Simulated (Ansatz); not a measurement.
**One shape, several levels: CH4ClFOSi (SMILES C[Si](O)(F)Cl)**

We compute a comparison of 6 runs (HF/3-21G, PBE0/def2-SVP, wB97X/def2-SVPD, wB97X/cc-pVTZ, MRCISD+Q(relaxed)(4,5)/6-31G, CCSD(T)/def2-SVP) of CH4ClFOSi. 

The calculation is run with Ansatz 0.2.0.

1 further run of the same task is left out (set aside as unsound or not needed).

**1. The system as given**

CH4ClFOSi has 9 atoms, charge 0, and is taken as a singlet. As SMILES, `C[Si](O)(F)Cl`. Geometry: relaxed at PBE0-D4/def2-TZVP. This is one conformer, not always the lowest.

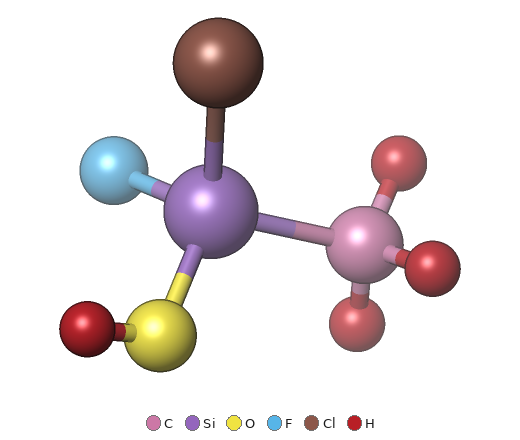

The structure, seen from a chosen angle (carbon pink, silicon purple, oxygen yellow, fluorine blue, chlorine brown, hydrogen red).

**2. Energy and gradient at HF/3-21G (run 1)**

The input, in.yaml:

```yaml
crystal:
  periodic: [false, false, false]
  atoms:
    - {symbol: C, position_ang: [-1.142400, -0.178600, 0.512200]}
    - {symbol: Si, position_ang: [0.561300, 0.218400, -0.038000]}
    - {symbol: O, position_ang: [1.048100, -0.886600, -1.122500]}
    - {symbol: F, position_ang: [1.553300, 0.230300, 1.206200]}
    - {symbol: Cl, position_ang: [0.689400, 2.097500, -0.845100]}
    - {symbol: H, position_ang: [-1.833600, -0.141900, -0.331500]}
    - {symbol: H, position_ang: [-1.476300, 0.534700, 1.267700]}
    - {symbol: H, position_ang: [-1.171800, -1.182300, 0.942400]}
    - {symbol: H, position_ang: [1.860700, -0.738000, -1.608600]}
basis:
  gaussian:
    orbitals: 3-21G.json
hamiltonian:
  xc: hf
accuracy: high
output:
  forces: true
  orbitals: {seedname: orbitals}
```

The basis set 3-21G is read from a file made from the Basis Set Exchange's data (not shown).

Run with:

```console
$ ansatz run in.yaml --threads 1 --pin off --max-ram 2610MiB --events-out events.jsonl --progress --plain --runs-dir runs
```

The program printed:

```text
Warning: RAYON_NUM_THREADS=1 ignored (pool sized by the plan → 1); use --threads N
Functional definition: HF
  name "HF"
  exchange = exact_x
  correlation = 0
1388 factors; integrals over basis functions are off by at most 6.9e-9 eV
mean field evaluation 1: about -26071.2054 eV, gradient 3.8e1 eV
mean field evaluation 2: about -26071.4546 eV, gradient 3.8e1 eV
mean field evaluation 4: about -26074.2184 eV, gradient 2.1e0 eV
mean field evaluation 8: about -26074.2476 eV, gradient 1.5e-1 eV
mean field evaluation 16: about -26074.2477 eV, gradient 3.0e-8 eV
mean field -26074.24770350 eV, -958.2109293437 hartree, gradient 3.0e-8 eV, S^2 0.000000; 0 other end points of the search recorded, 0 dependent functions left out
the calculation of the forces begins
reference -26074.24770350 eV, -958.2109293437 hartree; 29, 29 occupied and 32, 32 virtual orbitals, 1388 factors
Total energy: -26074.24770350 eV, -958.2109293437 hartree
Atom 0 at    -1.142400    -0.178600     0.512200 Å, force    -0.641198     0.089657     0.180827 eV/Å
Atom 1 at     0.561300     0.218400    -0.038000 Å, force    -1.374504    -1.245121     0.755261 eV/Å
Atom 2 at     1.048100    -0.886600    -1.122500 Å, force     0.686492    -0.139471    -0.540352 eV/Å
Atom 3 at     1.553300     0.230300     1.206200 Å, force     0.993905    -0.022189     0.933717 eV/Å
Atom 4 at     0.689400     2.097500    -0.845100 Å, force     0.085201     1.845674    -0.823876 eV/Å
Atom 5 at    -1.833600    -0.141900    -0.331500 Å, force     0.091769    -0.044936     0.268180 eV/Å
Atom 6 at    -1.476300     0.534700     1.267700 Å, force    -0.058733    -0.236575    -0.163414 eV/Å
Atom 7 at    -1.171800    -1.182300     0.942400 Å, force    -0.047271     0.274613    -0.118123 eV/Å
Atom 8 at     1.860700    -0.738000    -1.608600 Å, force     0.264339    -0.521653    -0.492220 eV/Å
Dipole moment:    -0.135901    -0.308761    -0.079894 e Å
```

Run time: 2 s. Hardware: 1 thread of Arm Neoverse V1, shared host; peak memory 0.29 GiB.

**3. Energy and forces at PBE0/def2-SVP (run 2)**

The input, input.yaml:

```yaml
basis:
  gaussian:
    orbitals: def2-SVP
crystal:
  periodic: [false, false, false]
  atoms:
    - symbol: C
      position_ang: [-1.142400, -0.178600, 0.512200]
    - symbol: Si
      position_ang: [0.561300, 0.218400, -0.038000]
    - symbol: O
      position_ang: [1.048100, -0.886600, -1.122500]
    - symbol: F
      position_ang: [1.553300, 0.230300, 1.206200]
    - symbol: Cl
      position_ang: [0.689400, 2.097500, -0.845100]
    - symbol: H
      position_ang: [-1.833600, -0.141900, -0.331500]
    - symbol: H
      position_ang: [-1.476300, 0.534700, 1.267700]
    - symbol: H
      position_ang: [-1.171800, -1.182300, 0.942400]
    - symbol: H
      position_ang: [1.860700, -0.738000, -1.608600]
hamiltonian:
  xc: pbe0
accuracy: high
output: {forces: true, orbitals: {seedname: orbitals}}
```

Run with:

```console
$ ansatz run input.yaml --threads 1 --pin off --max-ram 2610MiB --events-out events.jsonl --progress --plain --runs-dir runs
```

The program printed, cut to the lines that bear on the results:

```text
Warning: RAYON_NUM_THREADS=1 ignored (pool sized by the plan → 1); use --threads N
Functional definition: PBE0
  name "PBE0"
[...]
2120 factors; integrals over basis functions are off by at most 8.4e-9 eV
[...]
mean field -26246.88106261 eV, -964.5550882758 hartree, gradient 3.9e-8 eV, S^2 0.000000; 0 other end points of the search recorded, 0 dependent functions left out
[...]
reference -26246.88106481 eV, -964.5550883569 hartree; 29, 29 occupied and 69, 69 virtual orbitals, 2120 factors
Total energy: -26246.88106481 eV, -964.5550883569 hartree
Atom 0 at    -1.142400    -0.178600     0.512200 Å, force     0.168733     0.058523    -0.049324 eV/Å
Atom 1 at     0.561300     0.218400    -0.038000 Å, force    -0.763000     0.174067    -0.297295 eV/Å
Atom 2 at     1.048100    -0.886600    -1.122500 Å, force     0.077404    -0.452077    -0.366203 eV/Å
Atom 3 at     1.553300     0.230300     1.206200 Å, force     0.664408     0.010490     0.813908 eV/Å
Atom 4 at     0.689400     2.097500    -0.845100 Å, force     0.015331     0.271794    -0.115028 eV/Å
Atom 5 at    -1.833600    -0.141900    -0.331500 Å, force    -0.194715     0.005460    -0.218263 eV/Å
Atom 6 at    -1.476300     0.534700     1.267700 Å, force    -0.100787     0.184653     0.204069 eV/Å
Atom 7 at    -1.171800    -1.182300     0.942400 Å, force    -0.014306    -0.261994     0.111446 eV/Å
Atom 8 at     1.860700    -0.738000    -1.608600 Å, force     0.146931     0.009084    -0.083311 eV/Å
Dipole moment:    -0.099145    -0.170747    -0.134316 e Å
```

Wall time 13 s (1 thread of Arm Neoverse V1, shared host); peak memory 0.36 GiB.

Runs 3 to 5 aren't shown in full; the table further down has their settings and results.

**4. Energy and forces at CCSD(T)/def2-SVP (run 6)**

The input, job.yaml:

```yaml
basis:
  gaussian:
    orbitals: def2-SVP
crystal:
  periodic: [false, false, false]
  atoms:
    - {symbol: C, position_ang: [-1.142400, -0.178600, 0.512200]}
    - {symbol: Si, position_ang: [0.561300, 0.218400, -0.038000]}
    - {symbol: O, position_ang: [1.048100, -0.886600, -1.122500]}
    - {symbol: F, position_ang: [1.553300, 0.230300, 1.206200]}
    - {symbol: Cl, position_ang: [0.689400, 2.097500, -0.845100]}
    - {symbol: H, position_ang: [-1.833600, -0.141900, -0.331500]}
    - {symbol: H, position_ang: [-1.476300, 0.534700, 1.267700]}
    - {symbol: H, position_ang: [-1.171800, -1.182300, 0.942400]}
    - {symbol: H, position_ang: [1.860700, -0.738000, -1.608600]}
scf:
  omitted_lower_state_checks: [cluster_reference, increment]
accuracy: high
correlation:
  method: ccsd_t
  frozen_orbitals: {C: 1, Cl: 5, F: 1, H: 0, O: 1, Si: 5}
output: {forces: true, orbitals: {seedname: orbitals}}
```

Run with:

```console
$ ansatz run job.yaml --threads 1 --pin off --max-ram 2610MiB --events-out events.jsonl --progress --plain --runs-dir runs
```

The program printed, cut to the lines that bear on the results:

```text
Warning: RAYON_NUM_THREADS=1 ignored (pool sized by the plan → 1); use --threads N
[... 2 set-up lines as earlier in the session ...]
[...]
2120 factors; integrals over basis functions are off by at most 8.4e-9 eV
[...]
mean field -26196.76939592 eV, -962.7135184919 hartree, gradient 9.7e-9 eV, S^2 0.000000; 0 other end points of the search recorded, 0 dependent functions left out
13 core orbitals not correlated: weight in the atoms' cores, before any rotation towards them, 1.000 or more for the frozen orbitals, at most 0.000 for the correlated occupied ones
reference -26196.76939592 eV, -962.7135184919 hartree; 16, 16 occupied and 69, 69 virtual orbitals, 2120 factors
second order -20.07985451 eV of doubles, -0.00000000 eV of singles
cycle   1  -20.62772603 eV  change   -5.5e-1 eV  update   8.9e-2
[...]
cycle  19  -21.12000862 eV  change  -3.6e-10 eV  update   2.0e-9
perturbative correction -0.43219440 eV, -0.0158828513 hartree
[...]
Total energy: -26218.32159894 eV, -963.5055473443 hartree
Atom 0 at    -1.142400    -0.178600     0.512200 Å, force     0.114964     0.020089    -0.033486 eV/Å
Atom 1 at     0.561300     0.218400    -0.038000 Å, force    -0.709440     0.423814    -0.394442 eV/Å
Atom 2 at     1.048100    -0.886600    -1.122500 Å, force     0.030523    -0.686806    -0.500998 eV/Å
Atom 3 at     1.553300     0.230300     1.206200 Å, force     0.773981    -0.006986     1.018948 eV/Å
Atom 4 at     0.689400     2.097500    -0.845100 Å, force    -0.020219     0.292778    -0.117304 eV/Å
Atom 5 at    -1.833600    -0.141900    -0.331500 Å, force    -0.238225     0.006523    -0.264264 eV/Å
Atom 6 at    -1.476300     0.534700     1.267700 Å, force    -0.125112     0.226311     0.249737 eV/Å
Atom 7 at    -1.171800    -1.182300     0.942400 Å, force    -0.029086    -0.315939     0.137843 eV/Å
Atom 8 at     1.860700    -0.738000    -1.608600 Å, force     0.202615     0.040215    -0.096033 eV/Å
Dipole moment:    -0.074447    -0.143477    -0.149189 e Å
Checks for a lower state left out: cluster_reference, increment
```

Run time: 2.9 min. Hardware: 1 thread of Arm Neoverse V1, shared host; peak memory 0.99 GiB.

**5. The series**

| run | level | task | accuracy | energy (Eh) | dipole moment (D) | HOMO energy (eV) | LUMO energy (eV) | wall time |
| --- | --- | --- | --- | --- | --- | --- | --- | --- |
| 1 | HF/3-21G | gradient | high | -958.210929 | 1.67 | -12.87 | 5.26 | 2 s |
| 2 | PBE0/def2-SVP | gradient | high | -964.555088 | 1.15 | -9.10 | 1.28 | 13 s |
| 3 | wB97X/def2-SVPD | gradient | high | -965.026037 | 1.18 | -11.84 | 1.87 | 75 s |
| 4 | wB97X/cc-pVTZ | gradient | high | -965.527483 | 1.16 | -11.72 | 2.85 | 1.8 min |
| 5 | MRCISD+Q(relaxed)(4,5)/6-31G | energy | medium | -963.358369 | – | – | – | 22 s |
| 6 | CCSD(T)/def2-SVP | gradient | high | -963.505547 | 1.06 | -12.63 | 4.38 | 2.9 min |

**6. What came out**

```
                                           quantity          value
                                run 6: total energy  -963.50555 Eh
          run 6: dipole moment (correlated density)         1.06 D
         run 6: HOMO energy (Hartree–Fock orbitals)      -12.63 eV
         run 6: LUMO energy (Hartree–Fock orbitals)        4.38 eV
       run 6: HOMO–LUMO gap (Hartree–Fock orbitals)       17.01 eV
run 6: correlation energy (13 core orbitals frozen)     -792.0 mEh
                              run 6: (T) correction     -15.88 mEh
                               run 6: T1 diagnostic          0.010
                    run 6: largest force on an atom     1.280 eV/Å
```

In words: Over runs 1, 2, 3, 4, 6 the dipole moment (its size) runs from 1.06 D (CCSD(T)/def2-SVP) to 1.67 D (HF/3-21G). The two ends differ in method and basis. Over runs 1, 2, 3, 4 the HOMO–LUMO gap runs from 10.38 eV (PBE0/def2-SVP) to 18.13 eV (HF/3-21G). Totals of different functionals can't be ranked against each other. All runs together took 6.5 min, the longest 2.9 min.
